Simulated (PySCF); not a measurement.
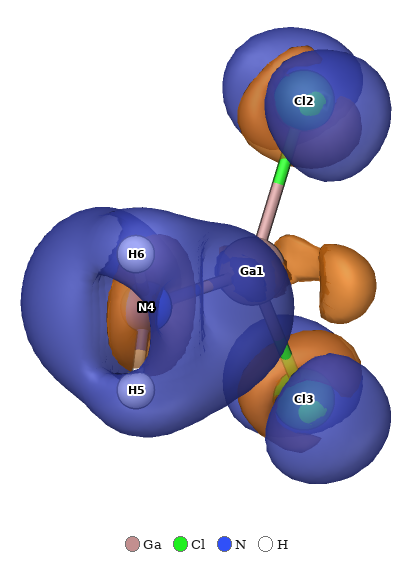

*GaCl2(NH2) (Cl2GaH2N). Dual descriptor f⁺ − f⁻ at ±0.015 e/Å³ (orange positive, blue negative).*

PySCF calculation, PBE/aug-cc-pVDZ, gas phase; geometry: GFN2-xTB. No frequency check shows the geometry to be a minimum. GFN2-xTB bond lengths at metals and heavier atoms can be off by up to 0.1 Å and shapes distorted, which carries into these values.

The calculation's input:

```python
import numpy as np
from pyscf import gto, scf, dft
from pyscf.scf import atom_ks, atom_hf
from scipy.linalg import block_diag

def solve(mol, dm0=None, hcore=None):
    mf = (dft.UKS if mol.spin else dft.RKS)(mol, xc='pbe')
    mf.grids.level = 3
    mf = mf.density_fit(auxbasis='def2-universal-jkfit')
    mf.conv_tol, mf.max_cycle = 1e-8, 80
    if hcore is not None:
        mf.get_hcore = lambda *args: hcore
    mf.kernel(dm0)
    if not mf.converged:
        mf = mf.newton().run(mf.mo_coeff, mf.mo_occ, max_cycle=30)
    assert mf.converged, 'SCF not converged'
    return mf

mol = gto.M(atom='''
Ga     0.00022    -0.22440     0.01845
Cl    -1.81964     0.78200    -0.00896
Cl     1.82143     0.77876    -0.00903
N     -0.00475    -2.05940    -0.08754
H      0.82689    -2.58104     0.17340
H     -0.83107    -2.57956     0.17343
''', basis='aug-cc-pvdz', charge=0, spin=0, verbose=4)
mf = solve(mol)
out = dict(e0=mf.e_tot, dm0=mf.make_rdm1(), c=mf.mo_coeff, occ=mf.mo_occ, eps=mf.mo_energy)
for name, dq, spin in [('cation', 1, 1), ('anion', -1, 1)]:
    ion = mol.copy().set(charge=mol.charge + dq, spin=spin).build()
    mi = solve(ion)
    if spin and dq > 0 and mol.nao < 130:
        c, _, stable, _ = mi.stability(return_status=True)
        if not stable:
            mi = solve(ion, mi.make_rdm1(c, mi.mo_occ))
    print(name, 'vertical energy change / eV', (mi.e_tot - mf.e_tot) * 27.211386)
    out.update({'e_' + name: mi.e_tot, 'dm_' + name: mi.make_rdm1(), 's2_' + name: mi.spin_square()[0], 'eps_' + name: mi.mo_energy, 'occ_' + name: mi.mo_occ})
# spherically averaged free atoms, for the promolecule
atm = atom_ks.get_atm_nrks(mol, xc='pbe')
pro = block_diag(*[(atm[a[0]][2] * atm[a[0]][3]) @ atm[a[0]][2].T for a in mol._atom])
np.savez('result.npz', pro=pro, **out)
```

Run with:

```sh
OMP_NUM_THREADS=1 python input.py
```

The run took 95 s on 1 thread of Arm Neoverse V1 (shared host), peak memory 0.5 GiB.

Partitions, critical points and surface values were worked out afterwards from this run's density.

Question: Which atoms come out as electrophilic, and which as nucleophilic?

Answer: Electrophilic (positive): Ga1 (+0.22). Nucleophilic (negative): N4 (−0.20) and Cl2 and Cl3 (−0.05). f⁻ (Hirshfeld-condensed) is largest on N4 (0.27) and Cl2 and Cl3 (0.21 each); the vertical ionisation energy is 9.93 eV (the stability of the cation's solution wasn't checked). f⁺ (Hirshfeld-condensed) is largest on Ga1 (0.36); the vertical electron affinity is 0.16 eV (the stability of the anion's solution wasn't checked; the anion's highest orbital has positive energy, so this value and f⁺ depend on the basis).
